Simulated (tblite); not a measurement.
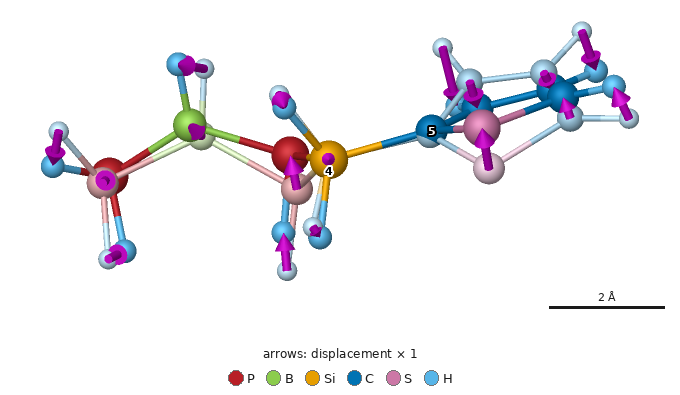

A relaxation of C4H9BP2SSi. The starting structure is drawn faded, the final one solid; purple arrows show the displacements, at their true length. The two geometries are superimposed by the best rigid fit.

The picture is a ball-and-stick view, seen at a tilt.

All numbers below come from GFN2-xTB geometry optimisation, gas phase (tblite 0.8.0). 

Q: Atoms of which element are displaced furthest, and by how much?

A: Hydrogen: up to 1.19 Å, against 0.86 Å for sulfur.

Q: What happened in the run?

A: Over 159 geometry steps the energy falls by 217.0 kJ/mol. The atom that moves furthest after the best rigid fit is an H atom (1.19 Å). Largest moves by element: H 1.19 Å, S 0.86 Å, B 0.70 Å, P 0.62 Å, C 0.60 Å, Si 0.20 Å. Some distances before and after: C–S 1.566 → 1.736 Å, B–P 1.943 → 1.843 Å, H–P 1.466 → 1.380 Å, B–P 1.938 → 1.873 Å. Bond angles that change, for instance: H–P–H 113.3° → 94.9°, S–C–H 133.8° → 119.4°, B–P–H 113.0° → 101.1°. Groups turn about C–Si by about 50°.
